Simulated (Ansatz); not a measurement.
# BH3F− (SMILES [BH3-]F): levels of theory compared

Aim: a comparison of 6 runs (HF/STO-3G, UB3LYP/STO-3G, wB97M-V/STO-3G, CCSDT/STO-3G, CCSD/STO-3G, CCSD(T)/STO-3G) of BH3F−. 

The calculation is run with Ansatz 0.2.0.

3 further runs of the same task are left out: 1 that didn't finish, 2 set aside as unsound or not needed.

### 1 The molecule

BH3F− has 5 atoms, charge -1, and is taken as a singlet. SMILES: `[BH3-]F`. The H5–B1 distance was set to 2.456 Å, away from the relaxed value. At this shape a bond of the SMILES string is far longer than usual.

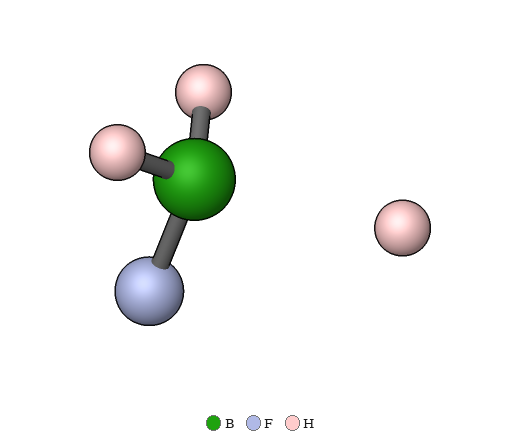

The structure, seen from a chosen angle (boron green, fluorine light blue, hydrogen pink).

### 2 The energy at HF/STO-3G (run 1)

Contents of run.yaml:

```yaml
crystal:
  periodic: [false, false, false]
  atoms:
    - {symbol: B, position_ang: [-0.593610, -1.017178, 0.285872]}
    - {symbol: F, position_ang: [0.297690, -1.764368, 1.146732]}
    - {symbol: H, position_ang: [-1.625200, -0.782248, 0.907862]}
    - {symbol: H, position_ang: [-0.832420, -1.697748, -0.707778]}
    - {symbol: H, position_ang: [0.522090, 1.075700, -0.353640]}
basis:
  gaussian: {orbitals: STO-3G}
total_charge: -1
hamiltonian: {xc: hf}
accuracy: high
```

Run with:

```sh
$ ansatz run run.yaml --threads 1 --pin off --max-ram 2610MiB --events-out events.jsonl --progress --plain --runs-dir runs
```

What it wrote:

```text
Warning: RAYON_NUM_THREADS=1 ignored (pool sized by the plan → 1); use --threads N
Functional definition: HF
  name "HF"
  exchange = exact_x
  correlation = 0
207 factors; integrals over basis functions are off by at most 4.0e-8 eV
mean field evaluation 1: about -3366.7971 eV, gradient 1.7e1 eV
mean field evaluation 2: about -3366.8418 eV, gradient 1.7e1 eV
mean field evaluation 4: about -3369.5257 eV, gradient 1.7e0 eV
mean field evaluation 8: about -3369.5367 eV, gradient 5.7e-2 eV
mean field -3369.53674319 eV, -123.8281913582 hartree, gradient 1.1e-8 eV, S^2 0.000000; 0 other end points of the search recorded, 0 dependent functions left out
reference -3369.53674319 eV, -123.8281913582 hartree; 9, 9 occupied and 4, 4 virtual orbitals, 207 factors
Total energy: -3369.53674319 eV, -123.8281913582 hartree
```

It took 0.1 s on 1 thread of AMD EPYC 7R43 (Zen 3), shared host.

### 3 The energy at UB3LYP/STO-3G (run 2)

Contents of molecule.yaml:

```yaml
crystal:
  periodic: [false, false, false]
  atoms:
    - {symbol: B, position_ang: [-0.593610, -1.017178, 0.285872]}
    - {symbol: F, position_ang: [0.297690, -1.764368, 1.146732]}
    - {symbol: H, position_ang: [-1.625200, -0.782248, 0.907862]}
    - {symbol: H, position_ang: [-0.832420, -1.697748, -0.707778]}
    - {symbol: H, position_ang: [0.522090, 1.075700, -0.353640]}
basis:
  gaussian:
    orbitals: STO-3G
total_charge: -1
magnetization:
  spin_polarized: true
  initial_magnetization: 0
hamiltonian:
  xc: {name: B3LYP}
accuracy: high
```

Run with:

```sh
$ ansatz run molecule.yaml --threads 1 --pin off --max-ram 2610MiB --events-out events.jsonl --progress --plain --runs-dir runs
```

What it wrote:

```text
Warning: RAYON_NUM_THREADS=1 ignored (pool sized by the plan → 1); use --threads N
Functional definition: B3LYP
  name "B3LYP"
  parameter a0 = 0.2
  parameter ax = 0.72
  parameter ac = 0.81
  exchange = (1 - a0 - ax)*slater_x + ax*b88_x + a0*exact_x
  correlation = (1 - ac)*vwn_rpa_c + ac*lyp_c
207 factors; integrals over basis functions are off by at most 4.0e-8 eV
mean field evaluation 1: about -3371.3564 eV, gradient 4.8e1 eV
mean field evaluation 2: about -3365.8242 eV, gradient 3.2e1 eV
mean field evaluation 4: about -3386.9951 eV, gradient 8.0e0 eV
mean field evaluation 8: about -3387.6528 eV, gradient 1.6e-1 eV
mean field evaluation 16: about -3387.6040 eV, gradient 2.2e-6 eV
mean field evaluation 32: about -3386.4461 eV, gradient 4.9e0 eV
mean field -3387.62707549 eV, -124.4929988083 hartree, gradient 2.1e-8 eV, S^2 0.153088; 3 other end points of the search recorded, 0 dependent functions left out
reference -3387.62710008 eV, -124.4929997118 hartree; 9, 9 occupied and 4, 4 virtual orbitals, 207 factors
Total energy: -3387.62710008 eV, -124.4929997118 hartree
```

Run time: 1.8 s. Hardware: 1 thread of AMD EPYC 7R43 (Zen 3), shared host; peak memory 0.13 GiB.

Runs 3 to 4 aren't shown in full; the table further down has their settings and results.

### 4 The energy at CCSD/STO-3G (run 5)

Contents of in.yaml:

```yaml
crystal:
  periodic: [false, false, false]
  atoms:
    - {symbol: B, position_ang: [-0.593610, -1.017178, 0.285872]}
    - {symbol: F, position_ang: [0.297690, -1.764368, 1.146732]}
    - {symbol: H, position_ang: [-1.625200, -0.782248, 0.907862]}
    - {symbol: H, position_ang: [-0.832420, -1.697748, -0.707778]}
    - {symbol: H, position_ang: [0.522090, 1.075700, -0.353640]}
basis:
  gaussian: {orbitals: STO-3G}
total_charge: -1
magnetization: {spin_polarized: false, initial_magnetization: 0}
correlation: {method: ccsd, frozen_orbitals: {B: 1, F: 1, H: 0}}
accuracy: high
scf: {omitted_lower_state_checks: [cluster_reference, increment]}
```

Run with:

```sh
$ ansatz run in.yaml --threads 1 --pin off --max-ram 2610MiB --events-out events.jsonl --progress --plain --runs-dir runs
```

What it wrote:

```text
Warning: RAYON_NUM_THREADS=1 ignored (pool sized by the plan → 1); use --threads N
[... 11 lines left out ...]
2 core orbitals not correlated: weight in the atoms' cores, before any rotation towards them, 1.000 or more for the frozen orbitals, at most 0.000 for the correlated occupied ones
[... 24 lines left out ...]
WARN: these amplitudes may be one of several solutions (largest doubles amplitude 0.35, level shift 1.08 eV)
Total energy: -3372.84471472 eV, -123.9497570698 hartree
Checks for a lower state left out: cluster_reference, increment
```

Run time: 0.16 s. Hardware: 1 thread of AMD EPYC 7R43 (Zen 3), shared host.

### 5 The energy at CCSD(T)/STO-3G (run 6)

Changes to run.yaml since step 2:

```diff
@@ -11,3 +11,4 @@
 total_charge: -1
-hamiltonian: {xc: hf}
+correlation: {method: ccsd_t, frozen_orbitals: {B: 1, F: 1, H: 0}}
 accuracy: high
+scf: {omitted_lower_state_checks: [cluster_reference, increment]}
```

Run with:

```sh
$ ansatz run run.yaml --threads 1 --pin off --max-ram 2610MiB --events-out events.jsonl --progress --plain --runs-dir runs
```

What it wrote:

```text
Warning: RAYON_NUM_THREADS=1 ignored (pool sized by the plan → 1); use --threads N
[... 11 lines left out ...]
2 core orbitals not correlated: weight in the atoms' cores, before any rotation towards them, 1.000 or more for the frozen orbitals, at most 0.000 for the correlated occupied ones
[... 25 lines left out ...]
WARN: these amplitudes may be one of several solutions (largest doubles amplitude 0.35, level shift 1.08 eV)
Total energy: -3372.96526601 eV, -123.9541872478 hartree
Checks for a lower state left out: cluster_reference, increment
```

Run time: 0.14 s. Hardware: 1 thread of AMD EPYC 7R43 (Zen 3), shared host.

### 6 Overview of the runs

```
run           level  frozen core orbitals  energy (Eh)  wall time
  1       HF/STO-3G                     –  -123.828191      0.1 s
  2   UB3LYP/STO-3G                     –  -124.493000      1.8 s
  3  wB97M-V/STO-3G                     –  -124.457367      7.2 s
  4    CCSDT/STO-3G                     2  -123.954238     0.22 s
  5     CCSD/STO-3G                     2  -123.949757     0.16 s
  6  CCSD(T)/STO-3G                     2  -123.954187     0.14 s
```

### 7 Results

```
                                          quantity          value
                               run 6: total energy  -123.95419 Eh
run 6: correlation energy (2 core orbitals frozen)     -126.0 mEh
                             run 6: (T) correction      -4.43 mEh
                              run 6: T1 diagnostic          0.046
```

What this shows: Below the HF energy at the same shape and in the same basis (STO-3G): CCSDT -126.0 mEh; CCSD -121.6 mEh; CCSD(T) -126.0 mEh. Totals of different functionals can't be ranked against each other. In runs 5, 6 the T1 diagnostic is large, so a single reference may not serve. In runs 4, 5, 6 the log says that unrestricted orbitals would lower the reference, so the values rest on an unstable closed-shell determinant (other closed-shell runs at this shape may share the fault). In runs 1, 2, 3, 4, 5, 6 the basis is minimal, so the values are rough. Spin contamination of the reference: run 2 ⟨S²⟩ = 0.15. All runs together took 9.7 s, the longest 7.2 s.
